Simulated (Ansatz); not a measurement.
Process, species as SMILES: C=[SiH2] (CH2-SiH2) → C atom + 4 H atom + Si atom
B3LYP-D3(BJ)/def2-TZVP geometries, fixed; electronic energies without zero-point terms.

Basis-set convergence of the atomisation energy at B3LYP with Ansatz (a quantum-chemistry and plane-wave program). Cartesian d functions, on some or all atoms, in 6-31G*, 6-31+G*, 6-31G**, 6-311+G**; all else is spherical. The program fits the integrals of some runs and decomposes those of others, by size. Open shells are unrestricted. No added dispersion term, no relativity. Functions are those of the species that has most. Reference: the value in aug-pcseg-3, 459.49 kcal/mol, itself unsure by roughly 0.27 kcal/mol (its mean distance from aug-cc-pV(Q+d)Z, cc-pV(5+d)Z, def2-QZVPPD). Deviations are taken from unrounded values.

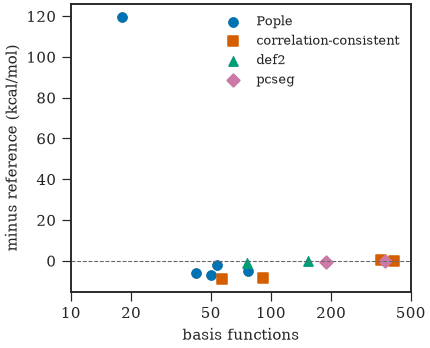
Figure: Deviation from the reference against the number of basis functions, by family of sets.

```csv
basis,functions,atomisation energy (kcal/mol),minus reference (kcal/mol)
STO-3G,18,579.06,119.57
6-31G*,42,453.39,-6.10
6-31+G*,50,452.33,-7.16
6-31G**,54,457.20,-2.29
cc-pV(D+d)Z,57,450.68,-8.81
def2-SVPD,76,458.21,-1.28
6-311+G**,77,454.33,-5.16
aug-cc-pV(D+d)Z,91,451.03,-8.46
def2-TZVPPD,153,459.22,-0.26
aug-pcseg-2,188,458.92,-0.57
aug-cc-pV(Q+d)Z,353,460.00,0.51
aug-pcseg-3,370,459.49,0.00
cc-pV(5+d)Z,411,459.63,0.14
```
